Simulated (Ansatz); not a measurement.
```yaml
atoms:
  - { symbol: Hf, position_ang: [-0.4876, 0.0000, -0.5279] }
  - { symbol: Cl, position_ang: [-0.0655, 0.0000, 3.4796] }
  - { symbol: F, position_ang: [1.3139, 0.0000, 0.0731] }
  - { symbol: F, position_ang: [-0.7703, 1.5412, -1.6016] }
  - { symbol: F, position_ang: [-0.7703, -1.5412, -1.6016] }
  - { symbol: F, position_ang: [-1.7817, 0.0000, 0.8938] }
  - { symbol: H, position_ang: [-1.1797, 0.0000, 2.8272] }
```

Core potentials replace the inner electrons of Hf.

Level of theory: Ansatz 0.2.0, RKS PBE0-D4/def2-SVP.

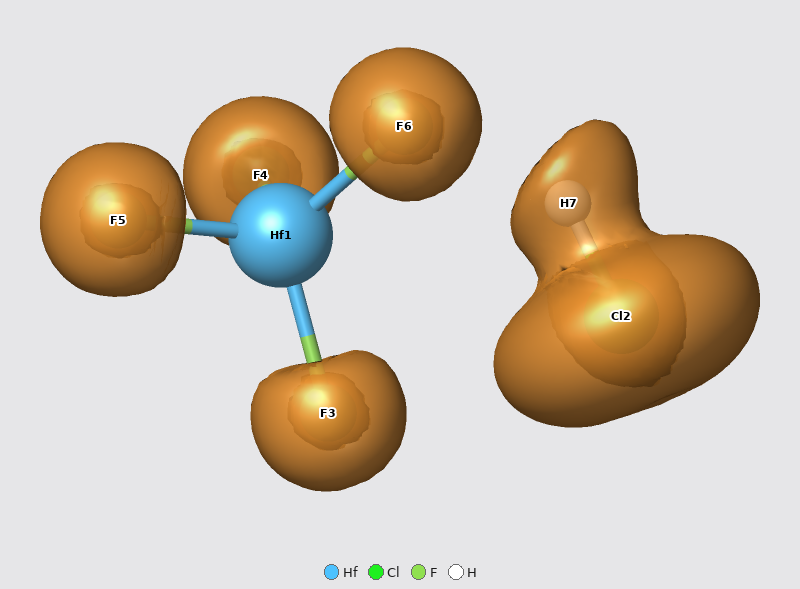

F4Hf···HCl. Isosurface of the electron localisation function at 0.75 (orange), seen at a tilt. Only the valence region is drawn (cores and ρ < 0.01 e/Å³ removed).

> Where are the electrons localised?

The surface consists of four regions wrapped around F (the valence shell of each) and one joined region spread over several atoms (Cl, H), in which their bonds and any lone pairs are merged.

Values along the shortest contacts:
F6···H7 (2.02 Å): the ELF dips to about 0.05 between them. Hf–F (1.90 Å): the ELF peaks at about 0.85 in the valence shell of F, 0.5 Å from its nucleus, and drops to about 0.20 between the two atoms.
